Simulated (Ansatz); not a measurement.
Base system: Nb in the bcc (W type) structure (space group Im-3m, No. 229; a = 3.303 Å). Axes: x, y, z lie along the cube axes.

Structures relaxed with DFT with r2SCAN, PAW potentials and a 500 eV plane-wave cutoff in Ansatz (a quantum-chemistry and plane-wave program), no SOC.

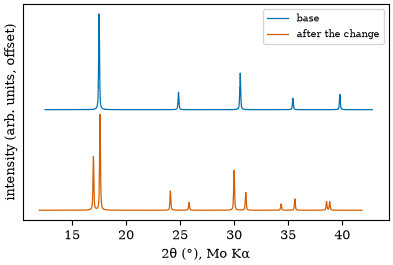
Simulated powder patterns before (top) and after one change

Problem. Name the change that was made.
A. uniaxial strain ε_zz = +1.09 %
B. tensor shear ε_xy = −0.75 %
C. biaxial strain +0.27 %, plane normal [110], relaxed out of plane
D. biaxial strain +3.07 %, plane normal [001], relaxed out of plane

Solution. D, biaxial strain +3.07 %, plane normal [001], relaxed out of plane. Its volume per atom is 18.42 Å³ against 18.01 Å³, and its space group is I4/mmm (No. 139).

Stability against distortions was not tested. The final runs are not spin-polarised.
